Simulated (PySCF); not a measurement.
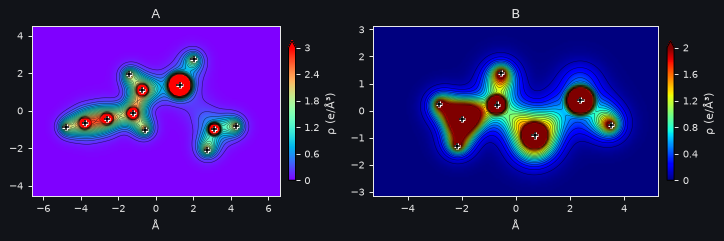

The electron density of 2 systems, each on a plane through atoms (crosses mark nuclei in the plane).

Computed with wB97X-D/def2-SVPD, SCF density, gas phase (PySCF 2.14.0).

System 1: C4H6BCl2Ga (SMILES C#C/C=[CH]/[GaH-]1[Cl+][BH2-][Cl+]1), the plane of atoms Ga5, C4 and H11. Geometry: GFN2-xTB.

```yaml
atoms:
  - { symbol: C, position_ang: [4.0321, 0.7167, 0.0300] }
  - { symbol: C, position_ang: [2.8404, 0.5666, -0.0083] }
  - { symbol: C, position_ang: [1.4442, 0.3838, -0.0628] }
  - { symbol: C, position_ang: [0.8323, -0.4767, -0.8917] }
  - { symbol: Ga, position_ang: [-1.1687, -0.6249, -0.8507] }
  - { symbol: Cl, position_ang: [-2.0296, -0.6734, 1.2823] }
  - { symbol: B, position_ang: [-2.7993, 1.0274, 1.0190] }
  - { symbol: Cl, position_ang: [-2.2228, 1.4170, -0.7332] }
  - { symbol: H, position_ang: [5.0720, 0.8513, 0.0690] }
  - { symbol: H, position_ang: [0.8703, 1.0008, 0.6293] }
  - { symbol: H, position_ang: [1.4519, -1.0683, -1.5617] }
  - { symbol: H, position_ang: [-2.0314, -1.5731, -1.7498] }
  - { symbol: H, position_ang: [-3.9729, 0.9363, 1.0359] }
  - { symbol: H, position_ang: [-2.3192, 1.7961, 1.7704] }
```

System 2: BH6NSSi, the plane of atoms B2, N1 and H6. Geometry: GFN2-xTB.

```yaml
atoms:
  - { symbol: N, position_ang: [2.3280, -0.0542, -0.2399] }
  - { symbol: B, position_ang: [0.9690, 0.1935, -0.2539] }
  - { symbol: S, position_ang: [-0.0988, -0.8079, 0.8057] }
  - { symbol: Si, position_ang: [-2.0637, -0.1066, 0.3270] }
  - { symbol: H, position_ang: [2.7427, -0.7682, 0.3359] }
  - { symbol: H, position_ang: [3.0013, 0.4517, -0.7882] }
  - { symbol: H, position_ang: [0.5222, 1.0331, -0.9365] }
  - { symbol: H, position_ang: [-2.9122, -0.8979, 1.2007] }
  - { symbol: H, position_ang: [-2.1506, 1.3216, 0.6124] }
  - { symbol: H, position_ang: [-2.3291, -0.3604, -1.0856] }
```

Question: Match each panel to its system.

Answer: Panel A is system 1, C4H6BCl2Ga: the plane holds C, Ga, B and H. C–C (1.20 Å): the density is about 2.7 e/Å³ at the midpoint. Panel B is system 2, BH6NSSi: the plane holds N, B, S, Si and H. B–N (1.38 Å): ρ is about 2 e/Å³ halfway.
